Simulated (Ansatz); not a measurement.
```
Rb Ho Br
1.0
     5.25212    0.00000    0.00000
    -2.62606    4.54847    0.00000
     0.00000    0.00000    8.12927
Rb Ho Br
1 1 4
Cartesian
  0.0000 0.0000 0.0000
  0.0000 0.0000 4.0646
  0.0000 3.0323 5.7145
  0.0000 3.0323 2.4148
  2.6261 1.5161 5.7145
  2.6261 1.5161 2.4148
```

Space group P6/mmm; a structure generated by program, which may or may not match a known phase; computed without spin polarisation; no Hubbard U on the f states and no spin–orbit coupling.

All numbers below come from DFT PBE, scalar-relativistic, plane waves, PAW; 4f electrons in the core of a trivalent norm-conserving potential in Ansatz 0.2.0.

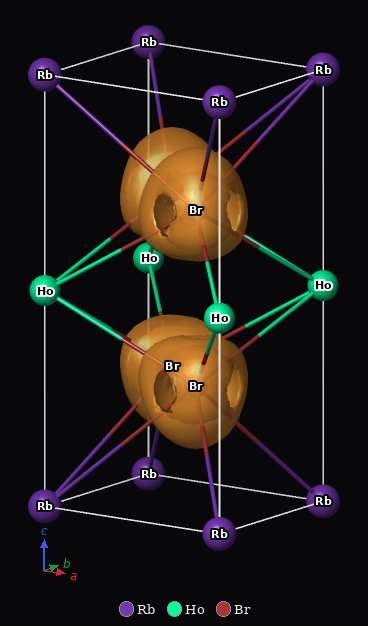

RbHoBr₄. Isosurface of the electron localisation function at 0.85 (orange), seen slightly off an axis. Only the valence region is drawn (cores and ρ < 0.01 e/Å³ removed). Sticks mark near contacts.

Core electrons are replaced by pseudopotentials, and the valence fields are smoothed inside the atomic spheres.

### Describe the localisation domains.

At this value the surface marks out four regions wrapped around Br (the valence shell of each), counted in one cell of 6 atoms. Any copies at cell faces, edges or corners count once. Profiles from the grid: Ho–Br (3.45 Å): the ELF is about 0.30 at the midpoint and 0.05 at its lowest between the atoms (no localised pair shows between them). Rb–Br (3.88 Å): the ELF is about 0.05 at the midpoint; a largely ionic contact.
